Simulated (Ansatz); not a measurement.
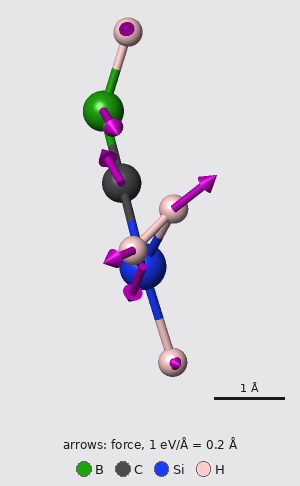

Starting geometry of CH₄BSi (multiplicity 2) with the computed forces as purple arrows. The picture is a ball-and-stick view, seen from a free direction.

It is one of the separated reactants of a reaction.

Level of theory: UKS PBE-D4/def2-SVP (Ansatz). (force threshold 0.03 eV/Å; at most 250 steps)

Is this structure relaxed? If not, where do the atoms go?

It isn't relaxed: the largest force vector, on the Si atom, is 4.49 eV/Å. The final displacements have little in common with the starting forces (cosine between the two patterns 0.26). The energy falls by 83.6 kcal/mol in 10 geometry steps. Largest force component: 4 eV/Å at the start, 0.009 eV/Å at the end. An H atom moves most after the best rigid fit: 0.95 Å. By element the largest moves are H 0.95 Å, B 0.40 Å, Si 0.34 Å, C 0.33 Å. Near-neighbour distances that change, for instance: H–H 0.916 → 2.448 Å, C–Si 1.690 → 1.824 Å, H–Si 1.420 → 1.511 Å, B–C 1.457 → 1.382 Å. Bond angles that change, for instance: H–Si–H 36.8° → 108.4°, C–B–H 120.7° → 179.9°, H–Si–H 128.8° → 108.3°. Cost: 30 s on 2 threads of Arm Neoverse V1, on a shared host.
